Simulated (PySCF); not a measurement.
# C$_{2}$H$_{4}$BCl: geometry relaxation (part 1 of 2)

C$_{2}$H$_{4}$BCl, SMILES BC(=C)Cl, computed with SOGGA11/SBKJC, RKS, core potentials sbkjc (PySCF 2.14.0).

The geometry: force field.

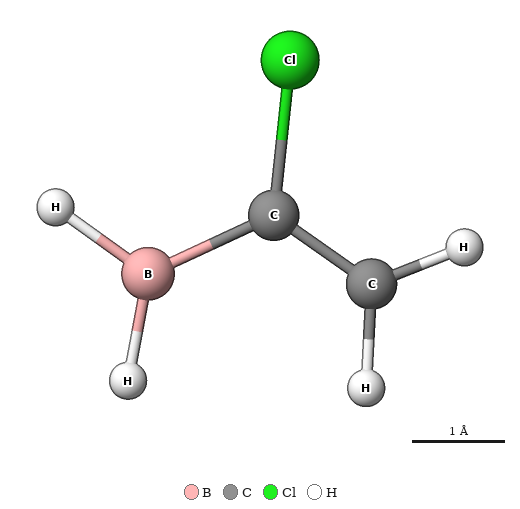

Fig. 1: The starting structure (ball-and-stick view, seen on its broad side). Bond lengths as drawn: B–C 1.52 Å, B–H 1.19 to 1.24 Å, C–C 1.31 Å, C–Cl 1.71 Å and C–H 1.10 to 1.14 Å.

Input (input.py)
```python
from pyscf import gto, dft
from pyscf.geomopt.geometric_solver import kernel as optimise

mol = gto.M(
    atom=[
    ('B', (-0.395000, 1.137800, -0.354400)),
    ('C', (-0.203800, -0.362900, -0.234000)),
    ('C', (0.644900, -0.845600, 0.634400)),
    ('Cl', (-1.029600, -1.445300, -1.270500)),
    ('H', (-1.222300, 1.585500, -1.169900)),
    ('H', (0.148300, 1.962300, 0.313300)),
    ('H', (0.862500, -1.915700, 0.733200)),
    ('H', (1.287200, -0.173100, 1.292000)),
],
    basis='sbkjc',
    spin=0,
    verbose=3,
    ecp={'B': 'sbkjc', 'C': 'sbkjc', 'Cl': 'sbkjc'},
    max_memory=1860,
)

mf = dft.RKS(mol)
mf.xc = 'sogga11'
mf = mf.density_fit(auxbasis='cc-pvtz-jkfit')
converged, mol_eq = optimise(mf, maxsteps=100)
print('converged:', converged)
print(mol_eq.tostring())

mf.reset(mol_eq)
mol = mol_eq
mf.kernel()
e_tot = mf.e_tot
print('E = %.10f Eh' % e_tot)
```

Hardware: 1 thread of Arm Neoverse V1, 24 GiB of memory available, shared host.

Launched with:
```bash
OMP_NUM_THREADS=1 python input.py
```

The program's output
```
#|     Arguments passed to driver run_optimizer():      |#
customengine              <pyscf.geomopt.geometric_solver.PySCFEngine object>
maxiter                   100
----------------------------------------------------------
Custom engine selected.
Bonds will be generated from interatomic distances less than 1.20 times sum of covalent radii
24 internal coordinates being used (instead of 24 Cartesians)
Internal coordinate system (atoms numbered from 1):
Distance 1-2
Distance 1-5
Distance 1-6
Distance 2-3
Distance 2-4
Distance 3-7
Distance 3-8
Angle 2-1-6
Angle 5-1-6
Angle 1-2-4
Angle 3-2-4
Angle 2-3-8
Angle 7-3-8
Out-of-Plane 1-2-5-6
Out-of-Plane 2-1-3-4
Out-of-Plane 3-2-7-8
Dihedral 5-1-2-3
Dihedral 5-1-2-4
Dihedral 6-1-2-3
Dihedral 6-1-2-4
Dihedral 1-2-3-7
Dihedral 1-2-3-8
Dihedral 4-2-3-7
Dihedral 4-2-3-8
Translation-X 1-8
Translation-Y 1-8
Translation-Z 1-8
Rotation-A 1-8
Rotation-B 1-8
Rotation-C 1-8
<class 'geometric.internal.Distance'> : 7
<class 'geometric.internal.Angle'> : 6
<class 'geometric.internal.OutOfPlane'> : 3
<class 'geometric.internal.Dihedral'> : 8
<class 'geometric.internal.TranslationX'> : 1
<class 'geometric.internal.TranslationY'> : 1
<class 'geometric.internal.TranslationZ'> : 1
<class 'geometric.internal.RotationA'> : 1
<class 'geometric.internal.RotationB'> : 1
<class 'geometric.internal.RotationC'> : 1
> ===== Optimization Info: ====
> Job type: Energy minimization
> Maximum number of optimization cycles: 100
> Initial / maximum trust radius (Angstrom): 0.100 / 0.300
> Convergence Criteria:
> Will converge when all 5 criteria are reached:
>  |Delta-E| < 1.00e-06
>  RMS-Grad  < 3.00e-04
>  Max-Grad  < 4.50e-04
>  RMS-Disp  < 1.20e-03
>  Max-Disp  < 1.80e-03
> === End Optimization Info ===

Geometry optimization cycle 1
Cartesian coordinates (Angstrom)
 Atom        New coordinates             dX        dY        dZ
   B  -0.395000   1.137800  -0.354400    0.000000  0.000000  0.000000
   C  -0.203800  -0.362900  -0.234000    0.000000  0.000000  0.000000
   C   0.644900  -0.845600   0.634400    0.000000  0.000000  0.000000
  Cl  -1.029600  -1.445300  -1.270500    0.000000  0.000000  0.000000
   H  -1.222300   1.585500  -1.169900    0.000000 -0.000000  0.000000
   H   0.148300   1.962300   0.313300    0.000000  0.000000  0.000000
   H   0.862500  -1.915700   0.733200    0.000000  0.000000  0.000000
   H   1.287200  -0.173100   1.292000    0.000000  0.000000  0.000000

WARN: Mole.unit (angstrom) is changed to Bohr

converged SCF energy = -31.3575944313555
--------------- DFRKS_Scanner gradients ---------------
         x                y                z
0 B     0.0296723205    -0.0275446730     0.0221656073
1 C     0.0224908051    -0.0608129448     0.0214825203
2 C    -0.0843385608     0.0234447314    -0.0787306543
3 Cl     0.0370859787     0.0413978170     0.0428323409
4 H    -0.0098820493     0.0048227240    -0.0075137645
5 H    -0.0088076588     0.0001287637    -0.0075524967
6 H    -0.0012652529     0.0085275082    -0.0033237152
7 H     0.0150351876     0.0099931212     0.0106473249
----------------------------------------------
cycle 1: E = -31.3575944314  dE = -31.3576  norm(grad) = 0.162535
Step    0 : Gradient = 5.746e-02/1.177e-01 (rms/max) Energy = -31.3575944314
Hessian Eigenvalues: 2.30000e-02 2.30000e-02 2.64941e-02 ... 3.40760e-01 3.45865e-01 6.53713e-01

Geometry optimization cycle 2
Cartesian coordinates (Angstrom)
 Atom        New coordinates             dX        dY        dZ
   B  -0.455396   1.168901  -0.391370   -0.060396  0.031101 -0.036970
   C  -0.197597  -0.364860  -0.275470    0.006203 -0.001960 -0.041470
   C   0.713439  -0.873919   0.649814    0.068539 -0.028319  0.015414
  Cl  -1.125567  -1.501972  -1.348750   -0.095967 -0.056672 -0.078250
   H  -1.230062   1.702749  -1.156426   -0.007762  0.117249  0.013474
   H   0.176896   1.926690   0.307098    0.028596 -0.035610 -0.006202
   H   0.970772  -1.937064   0.839767    0.108272 -0.021364  0.106567
   H   1.240497  -0.173889   1.318831   -0.046703 -0.000789  0.026831
converged SCF energy = -31.3760984971432
--------------- DFRKS_Scanner gradients ---------------
         x                y                z
0 B     0.0001912361    -0.0050879436     0.0032895453
1 C    -0.0110482384    -0.0094386535    -0.0144704550
2 C     0.0031172280     0.0004542981     0.0002123158
3 Cl     0.0052628746     0.0091266892     0.0072538732
4 H     0.0008239528     0.0064679894     0.0003907045
5 H    -0.0024247882     0.0024857931    -0.0035885711
6 H     0.0046666317     0.0009037600     0.0059576621
7 H    -0.0006224631    -0.0049487961     0.0010232827
----------------------------------------------
cycle 2: E = -31.3760984971  dE = -0.0185041  norm(grad) = 0.027973
Step    1 : Displace = 9.655e-02/1.530e-01 (rms/max) Trust = 1.000e-01 (=) Grad = 9.890e-03/2.051e-02 (rms/max) E (change) = -31.3760984971 (-1.850e-02) Quality = 0.898
Hessian Eigenvalues: 2.29973e-02 2.30437e-02 2.65629e-02 ... 3.15320e-01 3.41525e-01 7.15214e-01

Geometry optimization cycle 3
Cartesian coordinates (Angstrom)
 Atom        New coordinates             dX        dY        dZ
   B  -0.447700   1.202302  -0.388982    0.007696  0.033401  0.002389
   C  -0.172617  -0.322916  -0.238852    0.024980  0.041944  0.036618
   C   0.731560  -0.860604   0.677736    0.018121  0.013315  0.027922
  Cl  -1.100539  -1.491206  -1.329389    0.025028  0.010766  0.019362
   H  -1.249800   1.598917  -1.195122   -0.019738 -0.103832 -0.038696
   H   0.152108   1.994743   0.308983   -0.024788  0.068053  0.001884
   H   0.871383  -1.959363   0.746907   -0.099389 -0.022299 -0.092860
   H   1.311426  -0.211833   1.356529    0.070929 -0.037944  0.037698
converged SCF energy = -31.3775629882828
--------------- DFRKS_Scanner gradients ---------------
         x                y                z
0 B     0.0013876027     0.0002309385     0.0021505910
1 C    -0.0106490818    -0.0072903731    -0.0118681592
2 C     0.0103638938     0.0065131432     0.0102309148
3 Cl     0.0012596356     0.0028431048     0.0015865311
4 H     0.0008257470    -0.0013743048     0.0005567194
5 H    -0.0004570386     0.0028936915    -0.0003652930
6 H    -0.0031105302    -0.0017822807    -0.0027681415
7 H     0.0003039661    -0.0020569702     0.0004859275
----------------------------------------------
cycle 3: E = -31.3775629883  dE = -0.00146449  norm(grad) = 0.0248469
Step    2 : Displace = 8.071e-02/1.374e-01 (rms/max) Trust = 1.414e-01 (+) Grad = 8.785e-03/1.753e-02 (rms/max) E (change) = -31.3775629883 (-1.464e-03) Quality = 0.691
Hessian Eigenvalues: 2.29849e-02 2.30151e-02 2.65090e-02 ... 3.40974e-01 3.56743e-01 6.78077e-01

Geometry optimization cycle 4
Cartesian coordinates (Angstrom)
 Atom        New coordinates             dX        dY        dZ
   B  -0.449062   1.205797  -0.396318   -0.001362  0.003496 -0.007336
   C  -0.171536  -0.314176  -0.232275    0.001080  0.008740  0.006577
   C   0.718806  -0.876252   0.671444   -0.012753 -0.015648 -0.006292
  Cl  -1.099247  -1.489580  -1.331010    0.001292  0.001626 -0.001621
   H  -1.249718   1.616767  -1.198429    0.000082  0.017850 -0.003307
   H   0.158110   1.973874   0.320005    0.006002 -0.020869  0.011023
   H   0.898745  -1.964672   0.773300    0.027362 -0.005309  0.026392
   H   1.295353  -0.199409   1.328991   -0.016073  0.012425 -0.027539
converged SCF energy = -31.3782234910898
--------------- DFRKS_Scanner gradients ---------------
         x                y                z
0 B     0.0001245492    -0.0004834545    -0.0010633075
1 C    -0.0029963588     0.0013239752    -0.0025104433
2 C     0.0007644572    -0.0024484962     0.0014981416
3 Cl     0.0019550368     0.0018852103     0.0019520406
4 H    -0.0000687751    -0.0003055336     0.0003194097
5 H    -0.0002115831     0.0007965940     0.0002822305
6 H     0.0004808086    -0.0008852444     0.0003507070
7 H    -0.0001267735     0.0001038238    -0.0008123503
----------------------------------------------
cycle 4: E = -31.3782234911  dE = -0.000660503  norm(grad) = 0.00641931
Step    3 : Displace = 2.292e-02/3.801e-02 (rms/max) Trust = 1.414e-01 (=) Grad = 2.270e-03/4.127e-03 (rms/max) E (change) = -31.3782234911 (-6.605e-04) Quality = 0.932
Hessian Eigenvalues: 2.29927e-02 2.30552e-02 2.65656e-02 ... 3.40158e-01 4.13941e-01 6.56735e-01

Geometry optimization cycle 5
Cartesian coordinates (Angstrom)
 Atom        New coordinates             dX        dY        dZ
   B  -0.449234   1.196876  -0.394365   -0.000172 -0.008922  0.001952
   C  -0.176410  -0.324500  -0.241191   -0.004874 -0.010323 -0.008916
   C   0.717965  -0.864588   0.667074   -0.000841  0.011664 -0.004370
  Cl  -1.106854  -1.508909  -1.337848   -0.007607 -0.019329 -0.006838
   H  -1.242084   1.636977  -1.190084    0.007634  0.020210  0.008345
   H   0.176008   1.942589   0.327706    0.017898 -0.031285  0.007700
   H   0.909138  -1.948679   0.775948    0.010393  0.015993  0.002648
   H   1.279987  -0.176067   1.326919   -0.015366  0.023341 -0.002071
converged SCF energy = -31.3782965576121
--------------- DFRKS_Scanner gradients ---------------
         x                y                z
0 B     0.0001305433    -0.0007239212     0.0003042229
1 C     0.0001407732    -0.0005951662    -0.0001054511
2 C    -0.0003694828    -0.0003609293    -0.0002015697
3 Cl     0.0000202136     0.0002613799     0.0000933154
4 H    -0.0000221171     0.0004979326     0.0000110874
5 H    -0.0000228002    -0.0000942413    -0.0001434821
6 H    -0.0000771876     0.0003627744    -0.0001246498
7 H     0.0001265495     0.0006408290     0.0002026954
----------------------------------------------
cycle 5: E = -31.3782965576  dE = -7.30665e-05  norm(grad) = 0.00151759
Step    4 : Displace = 2.227e-02/3.701e-02 (rms/max) Trust = 2.000e-01 (+) Grad = 5.365e-04/7.960e-04 (rms/max) E (change) = -31.3782965576 (-7.307e-05) Quality = 0.721
Hessian Eigenvalues: 2.29203e-02 2.30868e-02 2.65639e-02 ... 3.40023e-01 4.30738e-01 6.57648e-01

Geometry optimization cycle 6
Cartesian coordinates (Angstrom)
 Atom        New coordinates             dX        dY        dZ
   B  -0.449093   1.201313  -0.395190    0.000141  0.004438 -0.000824
   C  -0.172654  -0.319576  -0.237964    0.003756  0.004924  0.003227
   C   0.720675  -0.866536   0.667863    0.002710 -0.001948  0.000789
  Cl  -1.104119  -1.504342  -1.335223    0.002735  0.004567  0.002625
   H  -1.244393   1.628050  -1.195112   -0.002309 -0.008927 -0.005028
   H   0.171422   1.953626   0.324476   -0.004586  0.011036 -0.003230
   H   0.905826  -1.952554   0.771791   -0.003311 -0.003874 -0.004157
   H   1.286080  -0.185440   1.331071    0.006093 -0.009373  0.004151
converged SCF energy = -31.3783109116228
--------------- DFRKS_Scanner gradients ---------------
         x                y                z
0 B    -0.0000048298    -0.0000828443     0.0001126484
1 C    -0.0001636393    -0.0000860651    -0.0002852486
2 C     0.0001885898    -0.0001932101     0.0001981749
3 Cl     0.0001306638     0.0001900653     0.0001999024
4 H    -0.0000134088     0.0000130289     0.0000032162
5 H     0.0000180285     0.0000164887    -0.0000367702
6 H    -0.0000865275     0.0000547603    -0.0000697297
7 H    -0.0001464930     0.0000796616    -0.0000944971
```
